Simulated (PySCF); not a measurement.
## Electronic structure of C4H16N2OSi2 in real space

```yaml
atoms:
  - { symbol: C, position_ang: [3.2380, 0.2156, 1.3615] }
  - { symbol: Si, position_ang: [1.8648, -0.1181, 0.0939] }
  - { symbol: N, position_ang: [1.3755, -1.7834, 0.1107] }
  - { symbol: O, position_ang: [2.3268, 0.0822, -1.4635] }
  - { symbol: N, position_ang: [0.6424, 1.0493, 0.4391] }
  - { symbol: C, position_ang: [-0.4239, 1.4542, -0.4470] }
  - { symbol: C, position_ang: [-1.7561, 0.7394, -0.1903] }
  - { symbol: C, position_ang: [-1.7331, -0.7176, -0.6370] }
  - { symbol: Si, position_ang: [-3.3135, -1.6616, -0.1852] }
  - { symbol: H, position_ang: [2.9376, -0.0967, 2.3558] }
  - { symbol: H, position_ang: [4.1369, -0.3353, 1.1055] }
  - { symbol: H, position_ang: [3.4985, 1.2669, 1.4143] }
  - { symbol: H, position_ang: [1.5151, -2.3045, -0.7400] }
  - { symbol: H, position_ang: [1.6277, -2.3501, 0.9031] }
  - { symbol: H, position_ang: [2.5109, 0.9664, -1.7673] }
  - { symbol: H, position_ang: [0.3838, 1.1876, 1.4036] }
  - { symbol: H, position_ang: [-0.0998, 1.2575, -1.4703] }
  - { symbol: H, position_ang: [-0.5762, 2.5373, -0.3357] }
  - { symbol: H, position_ang: [-2.5456, 1.2763, -0.7218] }
  - { symbol: H, position_ang: [-1.9788, 0.7978, 0.8786] }
  - { symbol: H, position_ang: [-1.5745, -0.7490, -1.7173] }
  - { symbol: H, position_ang: [-0.8664, -1.2059, -0.1890] }
  - { symbol: H, position_ang: [-4.4867, -1.0091, -0.7781] }
  - { symbol: H, position_ang: [-3.4863, -1.6832, 1.2710] }
  - { symbol: H, position_ang: [-3.2281, -3.0356, -0.6854] }
```

Geometry: GFN2-xTB.

Method: PBE0/pcSseg-1, SCF density, gas phase, non-relativistic in PySCF 2.14.0.

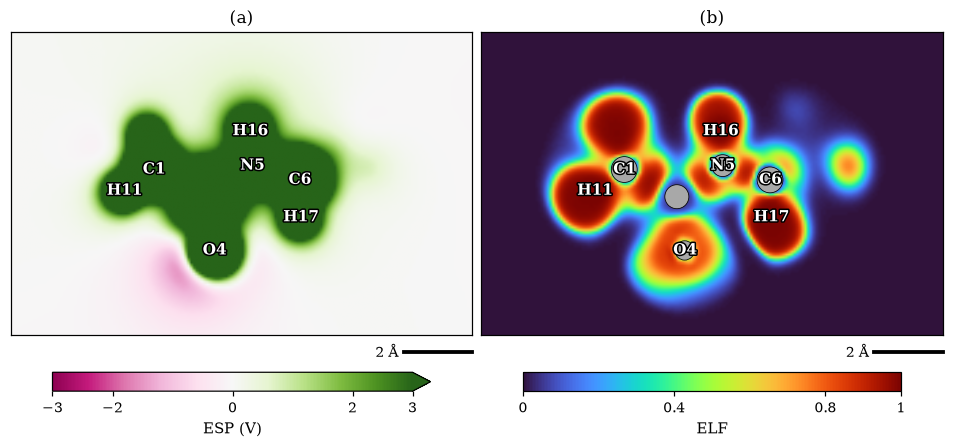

Figure 1. (a) electrostatic potential; (b) ELF on the plane of atoms C6, N5 and H16. Grey discs cover the atomic cores in the ELF map.

Q: What do the fields say about this system?

A: The plane passes through C, O, N and H nuclei. C–N (1.44 Å): the ELF peaks at about 0.90 between the atoms: a shared electron pair. N–H (1.01 Å): the ELF climbs to about 1 towards the hydrogen, as it does in any bond to H: an ordinary covalent bond to hydrogen. The ELF also peaks beside O4, away from the bonds: lone-pair regions. Outside the dense part of the molecule the potential is most negative (−1.5 V) near O4.

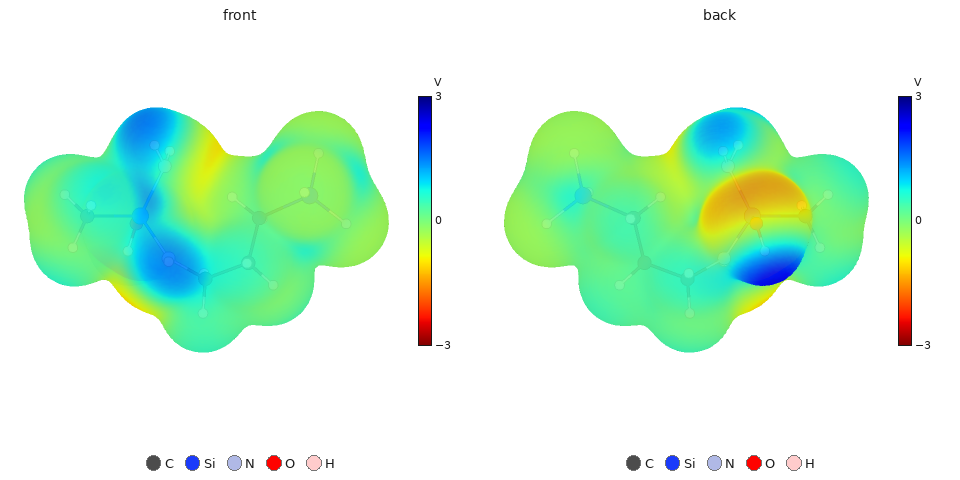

Figure 2. The molecular electrostatic potential painted on the density surface at 0.002 e/bohr³, seen from the front and from behind; the colour scale runs from red (negative) to blue (positive).

Q: Which sites attract a positive test charge, and which a negative one?

A: A positive charge is drawn to the negative regions and a negative charge to the positive ones. The most negative region (about −1.4 V) lies over O4, the most positive (about +2.2 V) over H15. O4 is the likeliest acceptor of a hydrogen bond.
